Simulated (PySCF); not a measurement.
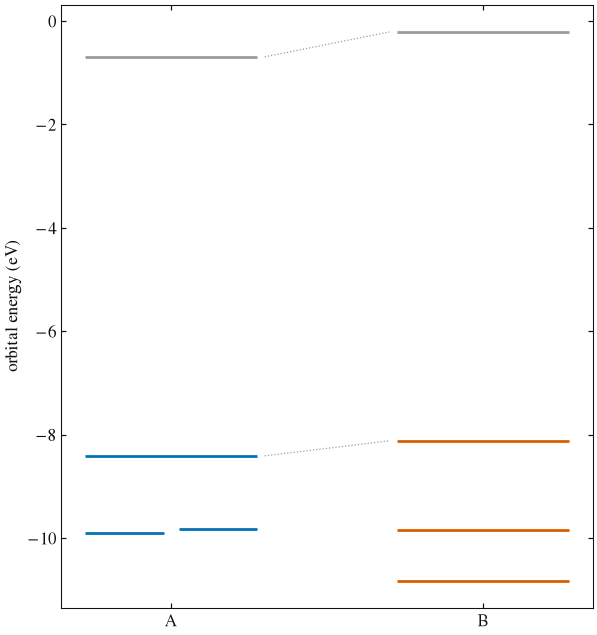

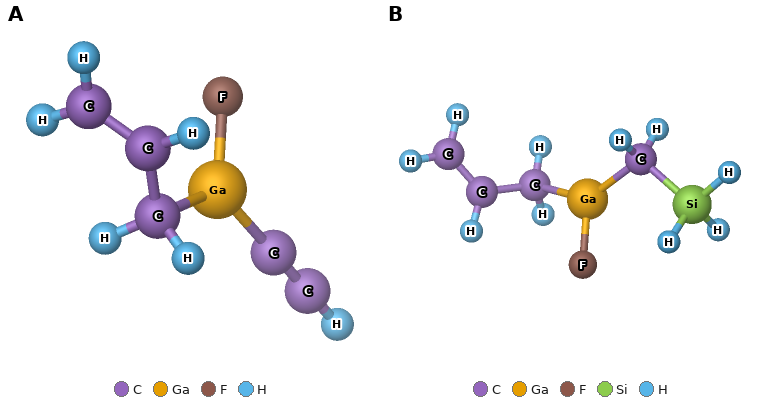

Related molecules: A is C₅H₆FGa, SMILES C#[C][Ga]([F])[CH2]C=C, singlet; B is C₄H₁₀FGaSi, SMILES C=C[CH2][Ga]([F])[CH2][SiH3], singlet. Frontier orbital energies, CAM-B3LYP/def2-SVPD in PySCF, at a GFN2-xTB geometry (no frequency check); drawn are at most three filled levels and, in grey, the LUMO with any level within 0.03 eV of it; dotted lines join the HOMOs and the LUMOs.

What does the change do to the frontier levels?

Answer. From A to B the HOMO rises by 0.29 eV and the LUMO rises by 0.48 eV, so the separation goes from 7.72 to 7.91 eV.

Caveats, for all or some of the runs: one conformer of a flexible molecule; the tight-binding geometry is rougher than a DFT one and adds to the error.
